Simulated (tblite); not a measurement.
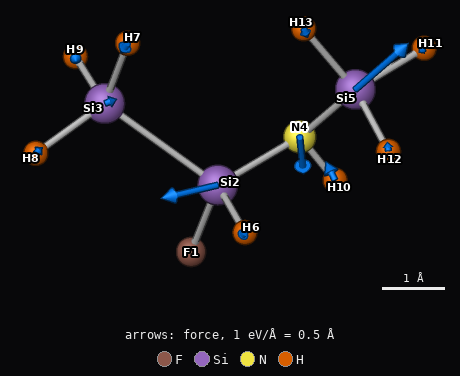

Starting geometry of Si$_{3}$NH$_{8}$F with the computed forces as blue arrows. The picture is a ball-and-stick view, seen at a tilt.

These are results of GFN2-xTB geometry optimisation, gas phase (tblite), not measurements. 

**Is this structure relaxed? If not, where do the atoms go?**

It isn't relaxed: the largest force vector, on Si5, is 2.81 eV/Å. The final displacements have little in common with the starting forces (cosine between the two patterns 0.22). After 82 geometry steps the energy has fallen by 0.454 eV. The largest move after the best rigid fit is that of H6, 0.63 Å. Largest moves by element: H 0.63 Å, N 0.38 Å, Si 0.24 Å, F 0.18 Å. Near-neighbour distances that change, for instance: Si2–Si5 2.781 → 3.135 Å, N4–Si5 1.674 → 1.731 Å, Si2–Si3 2.337 → 2.295 Å, Si3–H7 1.502 → 1.467 Å. Among the angles between lasting bonds that change: Si2–N4–Si5 111.2° → 129.9°, Si3–Si2–H6 111.1° → 118.9°, Si2–N4–H10 107.9° → 113.5°. The run took 0.55 s on 1 thread of Arm Neoverse V1, on a shared host.
